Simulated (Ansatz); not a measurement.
```yaml
atoms:
  - { symbol: C, position_ang: [0.3387, -2.1657, 0.4204] }
  - { symbol: Ge, position_ang: [-0.7357, -2.0578, 2.1453] }
  - { symbol: Ge, position_ang: [-1.3508, -2.8469, -0.4865] }
  - { symbol: O, position_ang: [-2.1542, -2.0643, 0.9727] }
  - { symbol: H, position_ang: [1.3409, -2.6083, 0.3189] }
  - { symbol: H, position_ang: [0.3730, -1.1062, 0.0947] }
```

Geometry: B3LYP-D3(BJ)/def2-SVP.

All numbers below come from isolated molecule in a Gaussian basis; Kohn-Sham density functional theory, functional PBE0 (Ansatz).

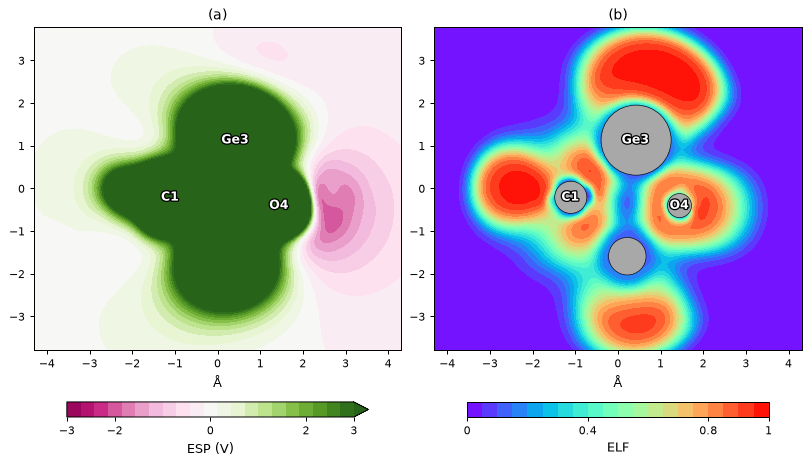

CH2Ge2O. (a) electrostatic potential; (b) ELF on the plane of atoms C1, Ge3 and O4. Grey discs cover the atomic cores in the ELF map.

Question: What does the map show?

Answer:
- The section cuts through C, Ge and O sites.
- Ge–O (1.84 Å): the ELF peaks at about 0.85 in the valence shell of O, 0.6 Å from its nucleus, and is about 0.30 at the midpoint.
- C–Ge (2.03 Å): the ELF peaks at about 0.90 in the valence shell of C, 0.7 Å from its nucleus, and is about 0.70 at the midpoint.
- The ELF also peaks beside O4, away from the bonds: lone-pair regions.
- Outside the dense part of the molecule the potential is most negative (−2.1 V) near O4.
